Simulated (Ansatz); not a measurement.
# Nudged elastic band, with input and output: Si5H10OF4 (part 1 of 2)

- system: Si5H10OF4
- method: RKS PBE0-D4/def2-SVP (Ansatz 0.2.0)

Figures and captions count atoms from 1; the log counts them from 0 in places.

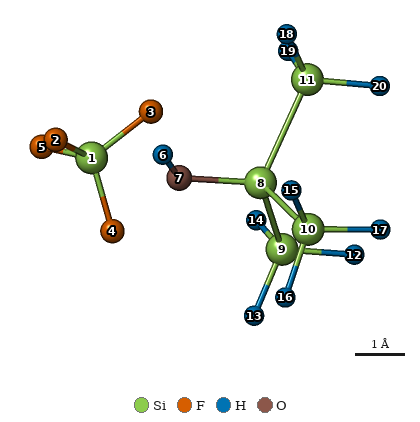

Figure 1. The structure as given in the input (ball-and-stick view, seen at a tilt; atoms are numbered from 1 in the order of the input). Bond lengths as drawn: F–Si 1.56 to 1.57 Å, H–O 0.96 Å, H–Si 1.49 Å, O–Si 1.68 Å and Si–Si 2.34 to 2.35 Å.

The input
```yaml
crystal:
  periodic: [false, false, false]
  atoms:
    - {symbol: Si, position_ang: [-2.176513, 1.932986, -1.654612]}
    - {symbol: F, position_ang: [-1.716210, 3.243756, -0.934396]}
    - {symbol: F, position_ang: [-0.978295, 1.212797, -2.356821]}
    - {symbol: F, position_ang: [-2.943324, 0.965946, -0.696738]}
    - {symbol: F, position_ang: [-3.180896, 2.361797, -2.780041]}
    - {symbol: H, position_ang: [0.127084, 2.019418, 0.684235]}
    - {symbol: O, position_ang: [-0.361453, 1.232892, 0.432362]}
    - {symbol: Si, position_ang: [0.455309, -0.228890, 0.514032]}
    - {symbol: Si, position_ang: [-1.082041, -1.916820, 0.002329]}
    - {symbol: Si, position_ang: [1.311685, -0.596009, 2.669327]}
    - {symbol: Si, position_ang: [2.243592, -0.305108, -1.006382]}
    - {symbol: H, position_ang: [-0.352065, -3.210082, 0.115349]}
    - {symbol: H, position_ang: [-2.220367, -1.919716, 0.958104]}
    - {symbol: H, position_ang: [-1.599092, -1.780901, -1.384740]}
    - {symbol: H, position_ang: [2.224142, 0.515669, 3.060483]}
    - {symbol: H, position_ang: [0.223030, -0.685269, 3.679733]}
    - {symbol: H, position_ang: [2.085006, -1.867380, 2.675442]}
    - {symbol: H, position_ang: [3.136268, 0.870645, -0.801147]}
    - {symbol: H, position_ang: [1.771790, -0.302081, -2.416162]}
    - {symbol: H, position_ang: [3.032451, -1.543545, -0.760356]}
basis:
  gaussian: {orbitals: def2-SVP}
hamiltonian: {xc: pbe0, dispersion: d4}
neb:
  images: 5
  climbing: true
  max_iterations: 40
  initial_path: idpp
  final_atoms:
    - {symbol: Si, position_ang: [-1.564841, 1.459715, -1.594987]}
    - {symbol: F, position_ang: [-0.679824, 2.638352, 1.878394]}
    - {symbol: F, position_ang: [-0.626116, 1.548956, -2.848919]}
    - {symbol: F, position_ang: [-2.676784, 0.396226, -1.901883]}
    - {symbol: F, position_ang: [-2.240331, 2.851379, -1.362967]}
    - {symbol: H, position_ang: [-0.790881, 2.204141, 1.058906]}
    - {symbol: O, position_ang: [-0.733671, 1.060410, -0.280798]}
    - {symbol: Si, position_ang: [0.239276, -0.270525, 0.179364]}
    - {symbol: Si, position_ang: [-1.034234, -2.233451, 0.008378]}
    - {symbol: Si, position_ang: [0.977270, 0.007855, 2.385686]}
    - {symbol: Si, position_ang: [2.079687, -0.393687, -1.269928]}
    - {symbol: H, position_ang: [-0.180700, -3.352344, 0.490416]}
    - {symbol: H, position_ang: [-2.255118, -2.141382, 0.851135]}
    - {symbol: H, position_ang: [-1.424965, -2.488650, -1.403060]}
    - {symbol: H, position_ang: [1.860962, 1.189760, 2.528674]}
    - {symbol: H, position_ang: [-0.154918, 0.058261, 3.341930]}
    - {symbol: H, position_ang: [1.771945, -1.228479, 2.635244]}
    - {symbol: H, position_ang: [2.838596, 0.884414, -1.258412]}
    - {symbol: H, position_ang: [1.642093, -0.697058, -2.657784]}
    - {symbol: H, position_ang: [2.952655, -1.493794, -0.779390]}
```

Machine: 4 CPU threads, shared host.

Launched with:
```bash
ansatz run in.yaml --threads 4 --pin off --events-out ev --progress --plain --max-ram 66560MiB --backend cuda --devices 0, --max-vram 37GiB
```

Log
```
Functional definition: PBE0
  name "PBE0"
  cite "Adamo & Barone, J. Chem. Phys. 110, 6158 (1999) doi:10.1063/1.478522"
  cite "Perdew, Burke & Ernzerhof, Phys. Rev. Lett. 77, 3865 (1996) doi:10.1103/PhysRevLett.77.3865"
  parent pbe
  parameter a = 0.25
  parameter kappa = 0.804
  parameter beta = 0.06672455060314922
  exchange = (1 - a)*pbe_x(kappa = kappa, mu = beta*pi^2/3) + a*exact_x
  correlation = pbe_c(beta = beta)
2111 factors; integrals over basis functions are off by at most 3.3e-4 eV
mean field evaluation 1: about -52413.9349 eV, gradient 6.7e1 eV
mean field evaluation 2: about -52405.7216 eV, gradient 9.6e1 eV
mean field evaluation 4: about -52421.0483 eV, gradient 3.6e0 eV
mean field evaluation 8: about -52421.0670 eV, gradient 1.0e-1 eV
mean field evaluation 16: about -52421.0671 eV, gradient 3.5e-5 eV
mean field -52421.06706229 eV, -1926.4386822638 hartree, gradient 3.5e-5 eV, S^2 0.000000; 0 other end points of the search recorded, 0 dependent functions left out
the calculation of the forces begins
reference -52421.06710319 eV, -1926.4386837669 hartree; 62, 62 occupied and 148, 148 virtual orbitals, 2111 factors
2111 factors; integrals over basis functions are off by at most 1.1e-3 eV
mean field evaluation 32: about -52421.0192 eV, gradient 3.0e-5 eV
mean field -52421.01921332 eV, -1926.4369238466 hartree, gradient 3.0e-5 eV, S^2 0.000000; 0 other end points of the search recorded, 0 dependent functions left out
[... from here on the field's lines of each further geometry are left out, up to the last ...]
WARN: NEB end point (image 0): max|allowed force component| = 9.214e-1 eV/Å (the criterion of neb.relax_end_points is 1.000e-2). That is over neb.f_tol: it is no minimum, so the barrier can be far off. Relax it first
WARN: NEB end point (image 6): max|allowed force component| = 1.021e0 eV/Å (the criterion of neb.relax_end_points is 1.000e-2). That is over neb.f_tol: it is no minimum, so the barrier can be far off. Relax it first
NEB iter   1: max|band force component| = 5.143e0 eV/Å  barrier→ = 5.4938 eV  barrier← = 5.4805 eV  Δτ_max = 0.2000 Å  (195 SCF iters)
NEB iter   2: max|band force component| = 5.097e0 eV/Å  barrier→ = 3.1536 eV  barrier← = 3.1403 eV  Δτ_max = 0.2000 Å  (153 SCF iters)
NEB iter   3: max|band force component| = 1.109e1 eV/Å  barrier→ = 1.8792 eV  barrier← = 1.8659 eV  Δτ_max = 0.1008 Å  (163 SCF iters)
NEB iter   4: max|band force component| = 2.762e0 eV/Å  barrier→ = 1.2672 eV  barrier← = 1.2539 eV  Δτ_max = 0.2000 Å  (142 SCF iters)
NEB iter   5: max|band force component| = 2.533e0 eV/Å  barrier→ = 0.9372 eV  barrier← = 0.9239 eV  Δτ_max = 0.1003 Å  (150 SCF iters)
NEB iter   6: max|band force component| = 8.384e-1 eV/Å  barrier→ = 0.6819 eV  barrier← = 0.6686 eV  Δτ_max = 0.2000 Å  (146 SCF iters)
NEB iter   7: max|band force component| = 6.353e-1 eV/Å  barrier→ = 0.5226 eV  barrier← = 0.5093 eV  Δτ_max = 0.0973 Å  (146 SCF iters)
NEB iter   8: max|band force component| = 3.992e-1 eV/Å  barrier→ = 0.4741 eV  barrier← = 0.4608 eV  CI = image 4  Δτ_max = 0.2000 Å  (146 SCF iters)
NEB iter   9: max|band force component| = 1.596e0 eV/Å  barrier→ = 0.8661 eV  barrier← = 0.8529 eV  CI = image 4  Δτ_max = 0.0990 Å  (144 SCF iters)
NEB iter  10: max|band force component| = 1.099e0 eV/Å  barrier→ = 0.8941 eV  barrier← = 0.8808 eV  CI = image 4  Δτ_max = 0.2000 Å  (143 SCF iters)
NEB iter  11: max|band force component| = 6.973e-1 eV/Å  barrier→ = 0.8726 eV  barrier← = 0.8593 eV  CI = image 4  Δτ_max = 0.0974 Å  (138 SCF iters)
NEB iter  12: max|band force component| = 4.691e-1 eV/Å  barrier→ = 0.8252 eV  barrier← = 0.8119 eV  CI = image 4  Δτ_max = 0.1994 Å  (142 SCF iters)
NEB iter  13: max|band force component| = 5.549e-1 eV/Å  barrier→ = 0.8148 eV  barrier← = 0.8015 eV  CI = image 4  Δτ_max = 0.0998 Å  (139 SCF iters)
NEB iter  14: max|band force component| = 4.775e-1 eV/Å  barrier→ = 0.8165 eV  barrier← = 0.8032 eV  CI = image 4  Δτ_max = 0.1000 Å  (141 SCF iters)
NEB iter  15: max|band force component| = 3.938e-1 eV/Å  barrier→ = 0.8009 eV  barrier← = 0.7876 eV  CI = image 4  Δτ_max = 0.0501 Å  (137 SCF iters)
NEB iter  16: max|band force component| = 2.926e-1 eV/Å  barrier→ = 0.7760 eV  barrier← = 0.7627 eV  CI = image 4  Δτ_max = 0.1004 Å  (130 SCF iters)
NEB iter  17: max|band force component| = 3.459e-1 eV/Å  barrier→ = 0.7420 eV  barrier← = 0.7287 eV  CI = image 4  Δτ_max = 0.0500 Å  (134 SCF iters)
NEB iter  18: max|band force component| = 2.998e-1 eV/Å  barrier→ = 0.7175 eV  barrier← = 0.7042 eV  CI = image 4  Δτ_max = 0.1000 Å  (138 SCF iters)
NEB iter  19: max|band force component| = 2.479e-1 eV/Å  barrier→ = 0.6834 eV  barrier← = 0.6701 eV  CI = image 4  Δτ_max = 0.1001 Å  (143 SCF iters)
NEB iter  20: max|band force component| = 7.298e-1 eV/Å  barrier→ = 0.6533 eV  barrier← = 0.6400 eV  CI = image 4  Δτ_max = 0.0500 Å  (145 SCF iters)
NEB iter  21: max|band force component| = 2.181e-1 eV/Å  barrier→ = 0.6390 eV  barrier← = 0.6257 eV  CI = image 4  Δτ_max = 0.1000 Å  (139 SCF iters)
NEB iter  22: max|band force component| = 2.092e-1 eV/Å  barrier→ = 0.6105 eV  barrier← = 0.5972 eV  CI = image 4  Δτ_max = 0.1994 Å  (141 SCF iters)
NEB iter  23: max|band force component| = 9.686e-1 eV/Å  barrier→ = 0.5672 eV  barrier← = 0.5539 eV  CI = image 4  Δτ_max = 0.1028 Å  (144 SCF iters)
NEB iter  24: max|band force component| = 2.152e-1 eV/Å  barrier→ = 0.5492 eV  barrier← = 0.5359 eV  CI = image 4  Δτ_max = 0.1871 Å  (145 SCF iters)
NEB iter  25: max|band force component| = 4.286e-1 eV/Å  barrier→ = 0.5289 eV  barrier← = 0.5156 eV  CI = image 4  Δτ_max = 0.0942 Å  (146 SCF iters)
NEB iter  26: max|band force component| = 2.206e-1 eV/Å  barrier→ = 0.5207 eV  barrier← = 0.5074 eV  CI = image 4  Δτ_max = 0.0942 Å  (146 SCF iters)
NEB iter  27: max|band force component| = 1.152e-1 eV/Å  barrier→ = 0.5152 eV  barrier← = 0.5019 eV  CI = image 4  Δτ_max = 0.0751 Å  (143 SCF iters)
NEB iter  28: max|band force component| = 9.073e-2 eV/Å  barrier→ = 0.5109 eV  barrier← = 0.4976 eV  CI = image 4  Δτ_max = 0.0823 Å  (140 SCF iters)
NEB iter  29: max|band force component| = 1.295e-1 eV/Å  barrier→ = 0.5074 eV  barrier← = 0.4941 eV  CI = image 4  Δτ_max = 0.0411 Å  (146 SCF iters)
NEB iter  30: max|band force component| = 5.129e-2 eV/Å  barrier→ = 0.5054 eV  barrier← = 0.4921 eV  CI = image 4  Δτ_max = 0.0823 Å  (141 SCF iters)
NEB iter  31: max|band force component| = 1.848e-1 eV/Å  barrier→ = 0.5027 eV  barrier← = 0.4894 eV  CI = image 4  Δτ_max = 0.0411 Å  (145 SCF iters)
NEB iter  32: max|band force component| = 5.484e-2 eV/Å  barrier→ = 0.5010 eV  barrier← = 0.4877 eV  CI = image 4  Δτ_max = 0.0750 Å  (144 SCF iters)
the calculation of the forces begins
reference -52420.57980989 eV, -1926.4207760681 hartree; 62, 62 occupied and 148, 148 virtual orbitals, 2112 factors
these checks for a lower state are left out or cut short: stability, starts, cluster_reference, orbital_swaps, neighbouring_geometries, increment
2113 factors; integrals over basis functions are off by at most 1.2e-3 eV
mean field -52419.63043817 eV, -1926.3858873010 hartree, gradient 2.7e-6 eV, S^2 0.000000; 0 other end points of the search recorded, 0 dependent functions left out
the calculation of the forces begins
reference -52419.63047619 eV, -1926.3858886981 hartree; 62, 62 occupied and 148, 148 virtual orbitals, 2113 factors
NEB iter  33: max|band force component| = 4.801e-2 eV/Å  barrier→ = 0.4998 eV  barrier← = 0.4865 eV  CI = image 4  CI's point: of a kind that is not told: the force calls were inconclusive, a negative curvature could not be distinguished from the path's own, the only one lies far off the path, or fixed occupations may fill a level only in part  Δτ_max = 0.0000 Å  (2369 SCF iters)
```

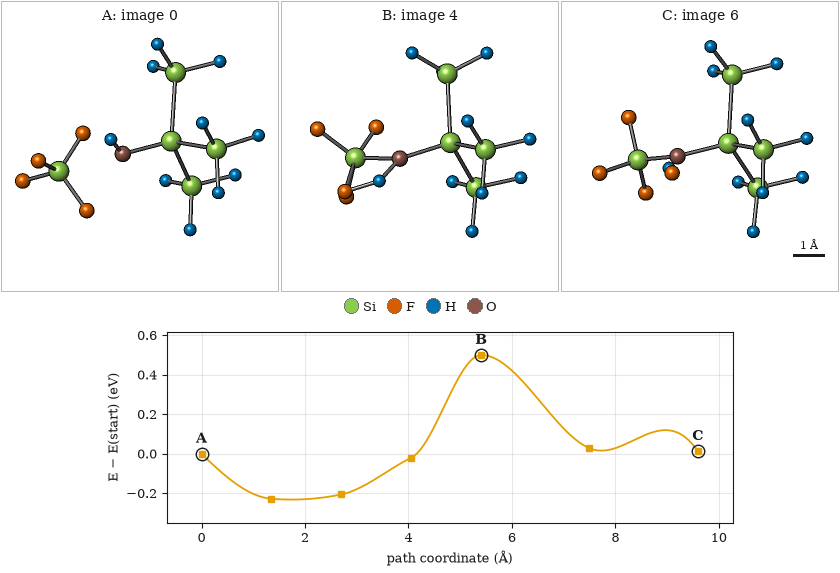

Figure 2. Images of the last band (counted from 0; ball-and-stick, seen at a tilt) above the energy along the path; the line is a cubic interpolation that uses the forces. The highest image is number 4, 0.500 eV above the start and 0.487 eV above the end (the climbing image); the end lies 0.013 eV above the start. The path is 9.59 Å long. The band converged in 33 iterations. The end points carry forces over 0.1 eV/Å, so they aren't fully relaxed minima and the barriers are approximate.

```
Total energy: -52421.13819089 eV, -1926.4412961915 hartree
Atom 0 at    -1.436946     1.708111    -1.246182 Å, force     0.044212     0.006791    -0.019406 eV/Å
Atom 1 at    -1.992793     2.678748     0.261623 Å, force    -0.006495     0.011744     0.006163 eV/Å
Atom 2 at    -0.711528     0.662647    -2.276166 Å, force    -0.000477    -0.003123     0.003351 eV/Å
Atom 3 at    -2.951877     1.237770    -1.469651 Å, force     0.004126     0.012374     0.009744 eV/Å
Atom 4 at    -0.958030     3.078912    -1.918997 Å, force    -0.024080    -0.003547     0.004519 eV/Å
Atom 5 at    -1.222872     1.910477     0.697198 Å, force     0.005091    -0.020117    -0.008389 eV/Å
Atom 6 at    -0.576802     1.090594     0.130110 Å, force    -0.018829    -0.010879    -0.000525 eV/Å
Atom 7 at     0.373271    -0.367212     0.335133 Å, force     0.000971    -0.000776     0.007648 eV/Å
Atom 8 at    -1.122475    -2.169052     0.186959 Å, force    -0.000627    -0.001253    -0.000064 eV/Å
Atom 9 at     1.306924    -0.163224     2.475525 Å, force    -0.004921     0.006974     0.001488 eV/Å
Atom 10 at     1.994272    -0.398779    -1.363894 Å, force     0.002782     0.004158    -0.007634 eV/Å
Atom 11 at    -0.372019    -3.423661     0.500937 Å, force     0.003378     0.001598    -0.003055 eV/Å
Atom 12 at    -2.229648    -1.992684     1.175210 Å, force     0.002599     0.000764     0.002342 eV/Å
Atom 13 at    -1.679289    -2.239639    -1.195180 Å, force    -0.004416     0.001694     0.000094 eV/Å
Atom 14 at     2.231856     1.008887     2.531590 Å, force    -0.000979     0.000132    -0.000582 eV/Å
Atom 15 at     0.220506     0.013065     3.487233 Å, force     0.003453     0.000723     0.002678 eV/Å
Atom 16 at     2.065563    -1.416165     2.770553 Å, force    -0.001369    -0.001758    -0.002858 eV/Å
Atom 17 at     2.377084     1.010172    -1.675323 Å, force    -0.004608    -0.003427    -0.000970 eV/Å
Atom 18 at     1.494133    -1.104917    -2.575438 Å, force     0.002223    -0.003376    -0.002747 eV/Å
Atom 19 at     3.190771    -1.123943    -0.831239 Å, force    -0.002036     0.001304     0.008203 eV/Å
Dipole moment:     0.449118    -0.478063     0.575467 e Å
```
